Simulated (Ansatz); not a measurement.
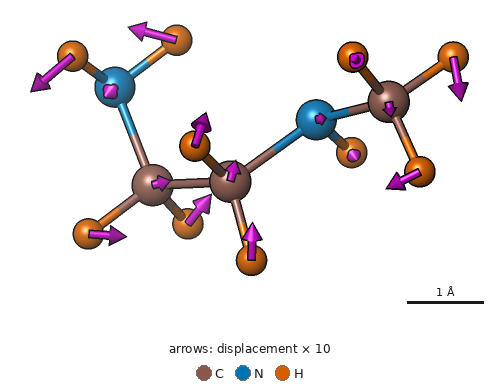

A relaxation of C3H10N2. The starting structure is drawn; purple arrows show the displacements, magnified 10 times. The two geometries are superimposed by the best rigid fit.

The picture is a ball-and-stick view, seen at a tilt.

The start comes from PBE-D4/def2-SVP.

All numbers below come from RKS PBE0-D4/def2-TZVP (Ansatz 0.2.0). (force threshold 0.005 eV/Å; at most 150 steps)

**Atoms of which element are displaced furthest, and by how much?**

Hydrogen: up to 0.077 Å, against 0.031 Å for carbon.

**Describe the change and its energy.**

The atom that moves furthest after the best rigid fit is an H atom (0.077 Å). By element the largest moves are H 0.077 Å, C 0.031 Å, N 0.029 Å. Some distances before and after: C–H 1.125 → 1.106 Å, C–H 1.111 → 1.094 Å, H–N 1.032 → 1.015 Å, C–C 1.537 → 1.521 Å. The energy falls by 6.32 kJ/mol in 5 geometry steps. Largest force component: 0.75 eV/Å at the start, 0.0047 eV/Å at the end. The run took roughly 60 core-seconds on a shared host.
